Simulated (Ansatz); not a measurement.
**C3H7ClOSi: up Jacob's ladder to CCSD(T)**

How much do the methods differ for C3H7ClOSi? The plan is to run it at one geometry with functionals of several rungs and with coupled cluster, and see how far each lands from CCSD(T) at the basis-set limit for the atomisation energy.

The runs use Ansatz 0.2.0, Gaussian basis; functionals in def2-TZVPP, the program's frozen cores in correlated methods.

Plan: LDA (SPW92), PBE-D4, revPBE-D4, BLYP-D4, r2SCAN-D4, B97M-V, PBE0-D4, B3LYP-D4, r2SCANh-D4, r2SCAN0-D4, HSE06-D4, BHLYP-D4, CAM-B3LYP-D4, LC-ωPBE, ωB97X-V, ωB97M-V, B2PLYP, PBE-QIDH; CCSD(T)/def2-SVP; CCSD(T)/def2-TZVPP; MP2/def2-QZVPP; extrapolation to the limit; RPA on PBE.

## (1) The relaxed structure

All runs share one geometry, relaxed beforehand with PBE0-D4 in a triple-zeta def2 set.

SMILES `CC(C)O[Si]Cl`, 13 atoms, charge 0, spin multiplicity 1.

Atoms are counted from 1 here; the program's logs count them from 0.

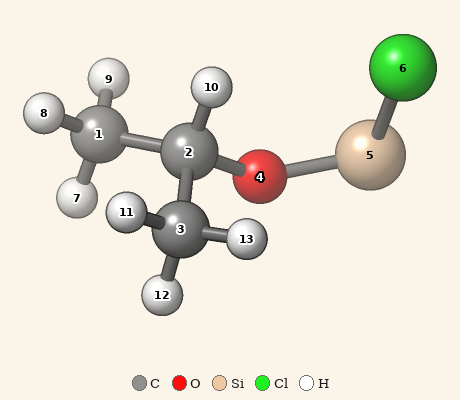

The structure; carbon grey, oxygen red, silicon light orange, chlorine green, hydrogen white; atoms are numbered from 1 in the order of the file.

## (2) LDA

This LDA is Slater exchange with PW92 correlation.

in.yaml reads:

```yaml
crystal:
  periodic: [false, false, false]
  atoms:
    - {symbol: C, position_ang: [-0.081954, -1.252838, 0.954555]}
    - {symbol: C, position_ang: [0.113051, 0.010146, 0.147128]}
    - {symbol: C, position_ang: [0.195553, -0.247331, -1.341299]}
    - {symbol: O, position_ang: [-0.998349, 0.873892, 0.404038]}
    - {symbol: Si, position_ang: [-1.227060, 2.465064, 0.621079]}
    - {symbol: Cl, position_ang: [0.730697, 3.255518, 0.430027]}
    - {symbol: H, position_ang: [-0.996826, -1.764811, 0.647508]}
    - {symbol: H, position_ang: [0.761874, -1.929841, 0.804411]}
    - {symbol: H, position_ang: [-0.154444, -1.024542, 2.019258]}
    - {symbol: H, position_ang: [1.022404, 0.523744, 0.475801]}
    - {symbol: H, position_ang: [1.029464, -0.917113, -1.562426]}
    - {symbol: H, position_ang: [-0.726575, -0.711714, -1.698656]}
    - {symbol: H, position_ang: [0.352464, 0.685126, -1.886725]}
basis:
  gaussian: {orbitals: def2-TZVPP}
hamiltonian: {xc: lda}
output: {orbitals: {seedname: orbitals}}
```

Run with:

```sh
ansatz run in.yaml --threads 4 --pin off --events-out ev --progress --plain --max-ram 11315MiB
```

Standard output (excerpt; [...] marks lines left out):

```text
Functional definition: SPW92
  name "SPW92"
  cite "Dirac, Proc. Camb. Phil. Soc. 26, 376 (1930) doi:10.1017/S0305004100016108"
  cite "Slater, Phys. Rev. 81, 385 (1951) doi:10.1103/PhysRev.81.385"
  cite "Perdew & Wang, Phys. Rev. B 45, 13244 (1992) doi:10.1103/PhysRevB.45.13244"
[...]
1686 factors; their error is unknown
[...]
mean field -25560.41928254 eV, -939.3280831590 hartree, gradient 4.6e-5 eV, S^2 0.000000; 0 other end points of the search recorded, 0 dependent functions left out
reference -25560.41932589 eV, -939.3280847520 hartree; 32, 32 occupied and 274, 274 virtual orbitals, 1686 factors
Total energy: -25560.41932589 eV, -939.3280847520 hartree
```

It took 1.8 s on 4 threads of Arm Neoverse V2, shared host; peak memory 0.49 GiB.

Atomisation energy: 5811.6 kJ/mol (free atoms -25500.187 eV, run apart). HOMO -6.33 eV, LUMO -2.75 eV.

## (3) PBE-D4 (GGA)

in.yaml: that of step 2 with these lines changed.

```diff
@@ -18,3 +18,3 @@
   gaussian: {orbitals: def2-TZVPP}
-hamiltonian: {xc: lda}
-output: {orbitals: {seedname: orbitals}}
+hamiltonian: {xc: pbe, dispersion: d4}
+output: {forces: true, orbitals: {seedname: orbitals}}
```

Same command.

Standard output (excerpt; [...] marks lines left out):

```text
Functional definition: PBE
  name "PBE"
  cite "Perdew, Burke & Ernzerhof, Phys. Rev. Lett. 77, 3865 (1996) doi:10.1103/PhysRevLett.77.3865"
  parent pbe
[...]
1686 factors; their error is unknown
[...]
mean field -25661.39281830 eV, -943.0387921559 hartree, gradient 1.0e-5 eV, S^2 0.000000; 0 other end points of the search recorded, 0 dependent functions left out
[...]
Atom 9 at     1.022404     0.523744     0.475801 Å, force     0.205369     0.117982     0.068468 eV/Å
Atom 10 at     1.029464    -0.917113    -1.562426 Å, force     0.161550    -0.132556    -0.052864 eV/Å
Atom 11 at    -0.726575    -0.711714    -1.698656 Å, force    -0.177732    -0.094901    -0.079816 eV/Å
Atom 12 at     0.352464     0.685126    -1.886725 Å, force     0.031289     0.175938    -0.114528 eV/Å
Dipole moment:     0.057674    -0.421624    -0.068047 e Å
```

Wall time 3.6 s (4 threads of Arm Neoverse V2, shared host); peak memory 0.5 GiB.

With the free atoms at this level, -25607.988 eV in sum, the atomisation energy is 5184.9 kJ/mol. HOMO -6.22 eV, LUMO -2.57 eV.

## (4) revPBE-D4 (GGA)

in.yaml: that of step 3 with these lines changed.

```diff
@@ -18,3 +18,3 @@
   gaussian: {orbitals: def2-TZVPP}
-hamiltonian: {xc: pbe, dispersion: d4}
-output: {forces: true, orbitals: {seedname: orbitals}}
+hamiltonian: {xc: {name: revPBE}, dispersion: d4}
+output: {orbitals: {seedname: orbitals}}
```

The command is unchanged.

Standard output (excerpt; [...] marks lines left out):

```text
Functional definition: revPBE
  name "revPBE"
  cite "Zhang & Yang, Phys. Rev. Lett. 80, 890 (1998) doi:10.1103/PhysRevLett.80.890"
  cite "Perdew, Burke & Ernzerhof, Phys. Rev. Lett. 77, 3865 (1996) doi:10.1103/PhysRevLett.77.3865"
[...]
1686 factors; their error is unknown
[...]
mean field -25671.49716029 eV, -943.4101198749 hartree, gradient 6.2e-5 eV, S^2 0.000000; 0 other end points of the search recorded, 0 dependent functions left out
reference -25671.49721936 eV, -943.4101220455 hartree; 32, 32 occupied and 274, 274 virtual orbitals, 1686 factors
Total energy: -25672.50948383 eV, -943.4473220787 hartree
```

It took 2.9 s on 4 threads of Arm Neoverse V2, shared host; peak memory 0.5 GiB.

Atomisation energy: 5064.3 kJ/mol (free atoms -25620.022 eV, run apart). HOMO -6.17 eV, LUMO -2.51 eV.

## (5) BLYP-D4 (GGA)

in.yaml: that of step 4 with these lines changed.

```diff
@@ -18,3 +18,3 @@
   gaussian: {orbitals: def2-TZVPP}
-hamiltonian: {xc: {name: revPBE}, dispersion: d4}
+hamiltonian: {xc: {name: BLYP}, dispersion: d4}
 output: {orbitals: {seedname: orbitals}}
```

Same command.

Standard output (excerpt; [...] marks lines left out):

```text
Functional definition: BLYP
  name "BLYP"
  cite "Becke, Phys. Rev. A 38, 3098 (1988) doi:10.1103/PhysRevA.38.3098"
  cite "Lee, Yang & Parr, Phys. Rev. B 37, 785 (1988) doi:10.1103/PhysRevB.37.785"
[...]
1686 factors; their error is unknown
[...]
mean field -25675.02913966 eV, -943.5399177227 hartree, gradient 6.7e-5 eV, S^2 0.000000; 0 other end points of the search recorded, 0 dependent functions left out
reference -25675.02955621 eV, -943.5399330307 hartree; 32, 32 occupied and 274, 274 virtual orbitals, 1686 factors
Total energy: -25675.75407374 eV, -943.5665585587 hartree
```

Wall time 2.9 s (4 threads of Arm Neoverse V2, shared host); peak memory 0.49 GiB.

Atomisation energy: 5070.1 kJ/mol (free atoms -25623.206 eV, run apart). HOMO -6.08 eV, LUMO -2.42 eV.

## (6) r2SCAN-D4 (meta-GGA)

in.yaml: that of step 5 with these lines changed.

```diff
@@ -18,3 +18,3 @@
   gaussian: {orbitals: def2-TZVPP}
-hamiltonian: {xc: {name: BLYP}, dispersion: d4}
-output: {orbitals: {seedname: orbitals}}
+hamiltonian: {xc: r2scan, dispersion: d4}
+output: {forces: true, orbitals: {seedname: orbitals}}
```

The command is unchanged.

Standard output (excerpt; [...] marks lines left out):

```text
Functional definition: r2SCAN
  name "r2SCAN"
  cite "Furness, Kaplan, Ning, Perdew & Sun, J. Phys. Chem. Lett. 11, 8208 (2020) doi:10.1021/acs.jpclett.0c02405"
  cite "Furness, Kaplan, Ning, Perdew & Sun, J. Phys. Chem. Lett. 11, 9248 (2020) doi:10.1021/acs.jpclett.0c03077"
  parent r2scan
[...]
1686 factors; their error is unknown
[...]
Atom 9 at     1.022404     0.523744     0.475801 Å, force     0.002919     0.009996     0.004623 eV/Å
Atom 10 at     1.029464    -0.917113    -1.562426 Å, force    -0.014008     0.010067     0.008321 eV/Å
Atom 11 at    -0.726575    -0.711714    -1.698656 Å, force     0.010678     0.005037     0.009035 eV/Å
Atom 12 at     0.352464     0.685126    -1.886725 Å, force    -0.006225    -0.010223     0.007827 eV/Å
Dipole moment:     0.068045    -0.441080    -0.072029 e Å
```

Wall time 7 s (4 threads of Arm Neoverse V2, shared host); peak memory 0.53 GiB.

Atomisation energy: 5094.2 kJ/mol (free atoms -25619.930 eV, run apart). HOMO -6.42 eV, LUMO -2.49 eV.

## (7) B97M-V (meta-GGA)

in.yaml: that of step 6 with these lines changed.

```diff
@@ -18,3 +18,3 @@
   gaussian: {orbitals: def2-TZVPP}
-hamiltonian: {xc: r2scan, dispersion: d4}
-output: {forces: true, orbitals: {seedname: orbitals}}
+hamiltonian: {xc: {name: B97M-V}}
+output: {orbitals: {seedname: orbitals}}
```

Same command.

Standard output (excerpt; [...] marks lines left out):

```text
Functional definition: B97M-V
  name "B97M-V"
  cite "Mardirossian & Head-Gordon, J. Chem. Phys. 142, 074111 (2015) doi:10.1063/1.4907719"
  cite "Becke, J. Chem. Phys. 107, 8554 (1997) doi:10.1063/1.475007"
  cite "Vydrov & Van Voorhis, J. Chem. Phys. 133, 244103 (2010) doi:10.1063/1.3521275"
  # Of w^i u^j: cxij and so on, Table III.
[...]
  gx(w, u) = cx00 + cx01*u + cx02*u^2 + (cx10 + cx11*u)*w
[...]
  gos(w, u) = cos00 + cos01*u + cos03*u^3 + cos10*w + cos32*w^3*u^2
[...]
      + integral(e_c_pw_mod_opposite_spin*gos(b97_w_opposite, b97_u_opposite)) + vv10(b, c)
1686 factors; their error is unknown
[...]
mean field -25671.53622842 eV, -943.4115556022 hartree, gradient 3.6e-5 eV, S^2 0.000000; 0 other end points of the search recorded, 0 dependent functions left out
reference -25671.53629329 eV, -943.4115579862 hartree; 32, 32 occupied and 274, 274 virtual orbitals, 1686 factors
Total energy: -25671.53629329 eV, -943.4115579862 hartree
```

Wall time 14 s (4 threads of Arm Neoverse V2, shared host); peak memory 0.6 GiB.

With the free atoms at this level, -25618.641 eV in sum, the atomisation energy is 5103.7 kJ/mol. HOMO -6.53 eV, LUMO -2.46 eV.

## (8) PBE0-D4 (hybrid)

in.yaml: that of step 7 with these lines changed.

```diff
@@ -18,3 +18,3 @@
   gaussian: {orbitals: def2-TZVPP}
-hamiltonian: {xc: {name: B97M-V}}
+hamiltonian: {xc: pbe0, dispersion: d4}
 output: {orbitals: {seedname: orbitals}}
```

Same command.

Standard output (excerpt; [...] marks lines left out):

```text
Functional definition: PBE0
  name "PBE0"
  cite "Adamo & Barone, J. Chem. Phys. 110, 6158 (1999) doi:10.1063/1.478522"
  cite "Perdew, Burke & Ernzerhof, Phys. Rev. Lett. 77, 3865 (1996) doi:10.1103/PhysRevLett.77.3865"
  parent pbe
[...]
1720 factors; their error is unknown
[...]
mean field -25663.61515063 eV, -943.1204613624 hartree, gradient 6.2e-5 eV, S^2 0.000000; 0 other end points of the search recorded, 0 dependent functions left out
reference -25663.61518531 eV, -943.1204626369 hartree; 32, 32 occupied and 274, 274 virtual orbitals, 1720 factors
Total energy: -25663.89936802 eV, -943.1309061590 hartree
```

It took 4.7 s on 4 threads of Arm Neoverse V2, shared host; peak memory 0.99 GiB.

With the free atoms at this level, -25611.054 eV in sum, the atomisation energy is 5098.8 kJ/mol. HOMO -7.32 eV, LUMO -1.78 eV.

## (9) B3LYP-D4 (hybrid)

B3LYP here takes the VWN-RPA correlation.

in.yaml: that of step 8 with these lines changed.

```diff
@@ -18,3 +18,3 @@
   gaussian: {orbitals: def2-TZVPP}
-hamiltonian: {xc: pbe0, dispersion: d4}
-output: {orbitals: {seedname: orbitals}}
+hamiltonian: {xc: {name: B3LYP}, dispersion: d4}
+output: {forces: true, orbitals: {seedname: orbitals}}
```

Same command.

Standard output (excerpt; [...] marks lines left out):

```text
Functional definition: B3LYP
  name "B3LYP"
  cite "Stephens, Devlin, Chabalowski & Frisch, J. Phys. Chem. 98, 11623 (1994) doi:10.1021/j100096a001"
  cite "Becke, Phys. Rev. A 38, 3098 (1988) doi:10.1103/PhysRevA.38.3098"
  cite "Lee, Yang & Parr, Phys. Rev. B 37, 785 (1988) doi:10.1103/PhysRevB.37.785"
  cite "Vosko, Wilk & Nusair, Can. J. Phys. 58, 1200 (1980) doi:10.1139/p80-159"
[...]
1708 factors; their error is unknown
[...]
Atom 9 at     1.022404     0.523744     0.475801 Å, force    -0.069468    -0.052760    -0.025864 eV/Å
Atom 10 at     1.029464    -0.917113    -1.562426 Å, force    -0.039446     0.032659    -0.004744 eV/Å
Atom 11 at    -0.726575    -0.711714    -1.698656 Å, force     0.048748     0.024347     0.005938 eV/Å
Atom 12 at     0.352464     0.685126    -1.886725 Å, force    -0.010011    -0.057619     0.018554 eV/Å
Dipole moment:     0.032233    -0.409096    -0.061199 e Å
```

It took 8 s on 4 threads of Arm Neoverse V2, shared host; peak memory 1.1 GiB.

With the free atoms at this level, -25626.292 eV in sum, the atomisation energy is 5078.1 kJ/mol. HOMO -7.13 eV, LUMO -1.95 eV.

## (10) r2SCANh-D4 (hybrid)

in.yaml: that of step 9 with these lines changed.

```diff
@@ -18,3 +18,3 @@
   gaussian: {orbitals: def2-TZVPP}
-hamiltonian: {xc: {name: B3LYP}, dispersion: d4}
-output: {forces: true, orbitals: {seedname: orbitals}}
+hamiltonian: {xc: {name: r2SCANh}, dispersion: d4}
+output: {orbitals: {seedname: orbitals}}
```

Launched as before.

Standard output (excerpt; [...] marks lines left out):

```text
Functional definition: r2SCANh
  name "r2SCANh"
  cite "Bursch, Neugebauer, Ehlert & Grimme, J. Chem. Phys. 156, 134105 (2022) doi:10.1063/5.0086040"
  cite "Furness, Kaplan, Ning, Perdew & Sun, J. Phys. Chem. Lett. 11, 8208 (2020) doi:10.1021/acs.jpclett.0c02405"
  cite "Furness, Kaplan, Ning, Perdew & Sun, J. Phys. Chem. Lett. 11, 9248 (2020) doi:10.1021/acs.jpclett.0c03077"
  parent r2scan
[...]
1686 factors; their error is unknown
[...]
mean field -25672.31036269 eV, -943.4400045121 hartree, gradient 1.2e-5 eV, S^2 0.000000; 0 other end points of the search recorded, 0 dependent functions left out
reference -25672.31037458 eV, -943.4400049489 hartree; 32, 32 occupied and 274, 274 virtual orbitals, 1686 factors
Total energy: -25672.40227602 eV, -943.4433822644 hartree
```

Run time: 8 s. Hardware: 4 threads of Arm Neoverse V2, shared host; peak memory 1 GiB.

Atomisation energy: 5064.8 kJ/mol (free atoms -25619.910 eV, run apart). HOMO -6.83 eV, LUMO -2.19 eV.

## (11) r2SCAN0-D4 (hybrid)

in.yaml: that of step 10 with these lines changed.

```diff
@@ -18,3 +18,3 @@
   gaussian: {orbitals: def2-TZVPP}
-hamiltonian: {xc: {name: r2SCANh}, dispersion: d4}
+hamiltonian: {xc: {name: r2SCAN0}, dispersion: d4}
 output: {orbitals: {seedname: orbitals}}
```

Launched as before.

Standard output (excerpt; [...] marks lines left out):

```text
Functional definition: r2SCAN0
  name "r2SCAN0"
  cite "Bursch, Neugebauer, Ehlert & Grimme, J. Chem. Phys. 156, 134105 (2022) doi:10.1063/5.0086040"
  cite "Furness, Kaplan, Ning, Perdew & Sun, J. Phys. Chem. Lett. 11, 8208 (2020) doi:10.1021/acs.jpclett.0c02405"
  cite "Furness, Kaplan, Ning, Perdew & Sun, J. Phys. Chem. Lett. 11, 9248 (2020) doi:10.1021/acs.jpclett.0c03077"
  parent r2scan
[...]
1720 factors; their error is unknown
[...]
mean field -25671.85276053 eV, -943.4231879429 hartree, gradient 3.1e-5 eV, S^2 0.000000; 0 other end points of the search recorded, 0 dependent functions left out
reference -25671.85277084 eV, -943.4231883217 hartree; 32, 32 occupied and 274, 274 virtual orbitals, 1720 factors
Total energy: -25671.95403598 eV, -943.4269097467 hartree
```

Run time: 7 s. Hardware: 4 threads of Arm Neoverse V2, shared host; peak memory 1 GiB.

Atomisation energy: 5023.0 kJ/mol (free atoms -25619.895 eV, run apart). HOMO -7.44 eV, LUMO -1.73 eV.

## (12) HSE06-D4 (hybrid)

HSE06 is the plane-wave form, built on full-range PBE exchange.

in.yaml: that of step 11 with these lines changed.

```diff
@@ -18,3 +18,3 @@
   gaussian: {orbitals: def2-TZVPP}
-hamiltonian: {xc: {name: r2SCAN0}, dispersion: d4}
+hamiltonian: {xc: hse06, dispersion: d4}
 output: {orbitals: {seedname: orbitals}}
```

Same command.

Standard output (excerpt; [...] marks lines left out):

```text
Functional definition: HSE06
  name "HSE06"
  cite "Heyd, Scuseria & Ernzerhof, J. Chem. Phys. 118, 8207 (2003) doi:10.1063/1.1564060"
  cite "Krukau, Vydrov, Izmaylov & Scuseria, J. Chem. Phys. 125, 224106 (2006) doi:10.1063/1.2404663"
  cite "Heyd & Scuseria, J. Chem. Phys. 120, 7274 (2004) doi:10.1063/1.1668634"
  cite "Ernzerhof & Perdew, J. Chem. Phys. 109, 3313 (1998) doi:10.1063/1.476928"
[...]
1720 factors; their error is unknown
117 factors; integrals over basis functions are off by at most 3.1e-7 eV
[...]
mean field -25662.94053005 eV, -943.0956695134 hartree, gradient 5.5e-5 eV, S^2 0.000000; 0 other end points of the search recorded, 0 dependent functions left out
reference -25662.94057629 eV, -943.0956712126 hartree; 32, 32 occupied and 274, 274 virtual orbitals, 1720 factors
Total energy: -25663.20564048 eV, -943.1054121419 hartree
```

Wall time 4.8 s (4 threads of Arm Neoverse V2, shared host); peak memory 1.1 GiB.

Atomisation energy: 5102.3 kJ/mol (free atoms -25610.324 eV, run apart). HOMO -6.92 eV, LUMO -2.16 eV.

## (13) BHLYP-D4 (hybrid)

in.yaml: that of step 12 with these lines changed.

```diff
@@ -18,3 +18,3 @@
   gaussian: {orbitals: def2-TZVPP}
-hamiltonian: {xc: hse06, dispersion: d4}
+hamiltonian: {xc: {name: BHLYP}, dispersion: d4}
 output: {orbitals: {seedname: orbitals}}
```

Launched as before.

Standard output (excerpt; [...] marks lines left out):

```text
Functional definition: BHLYP
  name "BHLYP"
  cite "Becke, J. Chem. Phys. 98, 1372 (1993) doi:10.1063/1.464304"
  cite "Becke, Phys. Rev. A 38, 3098 (1988) doi:10.1103/PhysRevA.38.3098"
  cite "Lee, Yang & Parr, Phys. Rev. B 37, 785 (1988) doi:10.1103/PhysRevB.37.785"
[...]
1907 factors; their error is unknown
[...]
mean field -25674.21692507 eV, -943.5100693870 hartree, gradient 3.2e-5 eV, S^2 0.000000; 0 other end points of the search recorded, 0 dependent functions left out
reference -25674.21713254 eV, -943.5100770114 hartree; 32, 32 occupied and 274, 274 virtual orbitals, 1907 factors
Total energy: -25674.61808549 eV, -943.5248117604 hartree
```

Wall time 5 s (4 threads of Arm Neoverse V2, shared host); peak memory 1.1 GiB.

Atomisation energy: 4940.0 kJ/mol (free atoms -25623.419 eV, run apart). HOMO -8.31 eV, LUMO -0.87 eV.

## (14) CAM-B3LYP-D4 (range-separated)

in.yaml: that of step 13 with these lines changed.

```diff
@@ -18,3 +18,3 @@
   gaussian: {orbitals: def2-TZVPP}
-hamiltonian: {xc: {name: BHLYP}, dispersion: d4}
+hamiltonian: {xc: {name: CAM-B3LYP}, dispersion: d4}
 output: {orbitals: {seedname: orbitals}}
```

The command is unchanged.

Standard output (excerpt; [...] marks lines left out):

```text
Functional definition: CAM-B3LYP
  name "CAM-B3LYP"
  cite "Yanai, Tew & Handy, Chem. Phys. Lett. 393, 51 (2004) doi:10.1016/j.cplett.2004.06.011"
  cite "Iikura, Tsuneda, Yanai & Hirao, J. Chem. Phys. 115, 3540 (2001) doi:10.1063/1.1383587"
  cite "Becke, Phys. Rev. A 38, 3098 (1988) doi:10.1103/PhysRevA.38.3098"
  cite "Lee, Yang & Parr, Phys. Rev. B 37, 785 (1988) doi:10.1103/PhysRevB.37.785"
[...]
  # Exact exchange under (alpha + beta erf(omega r))/r, Becke's under what is left of 1/r.
[...]
1708 factors; their error is unknown
400 factors; integrals over basis functions are off by at most 1.2e-5 eV
[...]
mean field -25675.32766229 eV, -943.5508882269 hartree, gradient 3.6e-5 eV, S^2 0.000000; 0 other end points of the search recorded, 0 dependent functions left out
reference -25675.32781271 eV, -943.5508937550 hartree; 32, 32 occupied and 274, 274 virtual orbitals, 1708 factors
Total energy: -25675.61706732 eV, -943.5615236658 hartree
```

Wall time 5.5 s (4 threads of Arm Neoverse V2, shared host); peak memory 1.1 GiB.

Atomisation energy: 5100.0 kJ/mol (free atoms -25622.760 eV, run apart). HOMO -8.61 eV, LUMO -0.69 eV.

## (15) LC-ωPBE (range-separated)

in.yaml: that of step 14 with these lines changed.

```diff
@@ -18,3 +18,3 @@
   gaussian: {orbitals: def2-TZVPP}
-hamiltonian: {xc: {name: CAM-B3LYP}, dispersion: d4}
+hamiltonian: {xc: {name: LC-wPBE}}
 output: {orbitals: {seedname: orbitals}}
```

Same command.

Standard output (excerpt; [...] marks lines left out):

```text
Functional definition: LC-wPBE
  name "LC-wPBE"
  cite "Vydrov & Scuseria, J. Chem. Phys. 125, 234109 (2006) doi:10.1063/1.2409292"
  cite "Heyd & Scuseria, J. Chem. Phys. 120, 7274 (2004) doi:10.1063/1.1668634"
  cite "Ernzerhof & Perdew, J. Chem. Phys. 109, 3313 (1998) doi:10.1063/1.476928"
  cite "Perdew, Burke & Ernzerhof, Phys. Rev. Lett. 77, 3865 (1996) doi:10.1103/PhysRevLett.77.3865"
  parent pbe
[...]
1686 factors; their error is unknown
503 factors; integrals over basis functions are off by at most 2.9e-5 eV
[...]
mean field -25667.90744768 eV, -943.2782003696 hartree, gradient 1.8e-5 eV, S^2 0.000000; 0 other end points of the search recorded, 0 dependent functions left out
reference -25667.90744769 eV, -943.2782003699 hartree; 32, 32 occupied and 274, 274 virtual orbitals, 1686 factors
Total energy: -25667.90744769 eV, -943.2782003699 hartree
```

It took 3.8 s on 4 threads of Arm Neoverse V2, shared host; peak memory 0.72 GiB.

Atomisation energy: 5052.0 kJ/mol (free atoms -25615.547 eV, run apart). HOMO -9.89 eV, LUMO 0.38 eV.

## (16) ωB97X-V (range-separated)

in.yaml: that of step 15 with these lines changed.

```diff
@@ -18,3 +18,3 @@
   gaussian: {orbitals: def2-TZVPP}
-hamiltonian: {xc: {name: LC-wPBE}}
+hamiltonian: {xc: {name: wB97X-V}}
 output: {orbitals: {seedname: orbitals}}
```

Launched as before.

Standard output (excerpt; [...] marks lines left out):

```text
Functional definition: wB97X-V
  name "wB97X-V"
  cite "Mardirossian & Head-Gordon, Phys. Chem. Chem. Phys. 16, 9904 (2014) doi:10.1039/C3CP54374A"
  cite "Becke, J. Chem. Phys. 107, 8554 (1997) doi:10.1063/1.475007"
  cite "Vydrov & Van Voorhis, J. Chem. Phys. 133, 244103 (2010) doi:10.1063/1.3521275"
[...]
      + integral(e_c_pw_opposite_spin*poly(b97_u_opposite, cos0, cos1)) + vv10(b, c)
1705 factors; their error is unknown
382 factors; integrals over basis functions are off by at most 2.9e-5 eV
[...]
mean field -25672.53944718 eV, -943.4484232117 hartree, gradient 2.8e-5 eV, S^2 0.000000; 0 other end points of the search recorded, 0 dependent functions left out
reference -25672.53944501 eV, -943.4484231320 hartree; 32, 32 occupied and 274, 274 virtual orbitals, 1705 factors
Total energy: -25672.53944501 eV, -943.4484231320 hartree
```

Wall time 11 s (4 threads of Arm Neoverse V2, shared host); peak memory 1.2 GiB.

Atomisation energy: 5093.4 kJ/mol (free atoms -25619.750 eV, run apart). HOMO -9.57 eV, LUMO 0.30 eV.

(Part 1 of 2 ends here.)
